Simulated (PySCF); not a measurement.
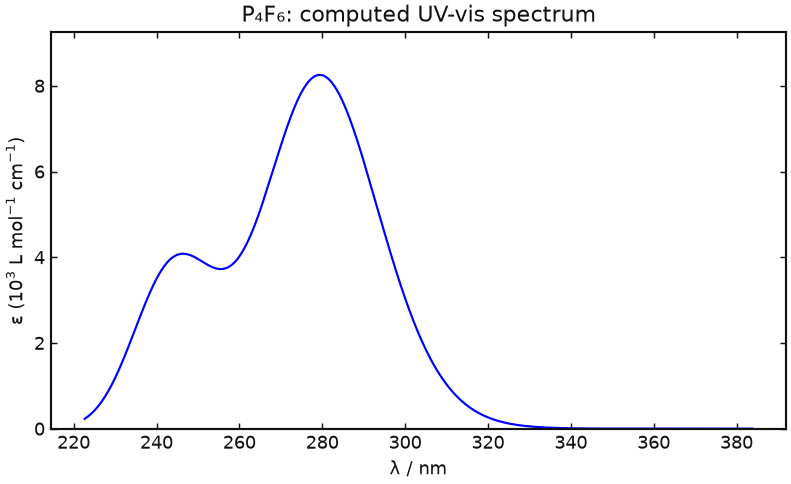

Computed absorption of P₄F₆, SMILES FP(F)P(P(F)F)P(F)F. Vertical TDDFT excitations, B3LYP/def2-SVPD (IEF-PCM benzene) in PySCF, at a PBE0-D3(BJ)/def2-SVP geometry (no frequency check). The lowest 6 singlet states are shown; each is broadened by a Gaussian of 1/e half-width 0.30 eV. States within 0.01 eV of each other are merged, with their strengths summed. The highest state may be half of a pair whose partner wasn't computed.

> Where is the lowest singlet, and is it bright?

S1/S2 lies at 4.43 eV (280 nm) with f = 0.150, mainly HOMO → LUMO/LUMO+1; it is bright.

> List the transitions behind the spectrum.

| state | E (eV) | λ (nm) | f | main character |
| --- | --- | --- | --- | --- |
| S1/S2 | 4.43 | 280 | 0.150 | HOMO → LUMO/LUMO+1 |
| S3 | 4.75 | 261 | 0.004 | HOMO → LUMO+2 (77 %) |
| S4 | 4.88 | 254 | 0.001 | HOMO−1 → LUMO (41 %) |
| S5 | 5.06 | 245 | 0.024 | HOMO−2 → LUMO (30 %) |
| S6 | 5.07 | 245 | 0.047 | HOMO−2 → LUMO+1 (33 %) |

Note: one conformer of a flexible molecule; core orbitals are frozen in the response.
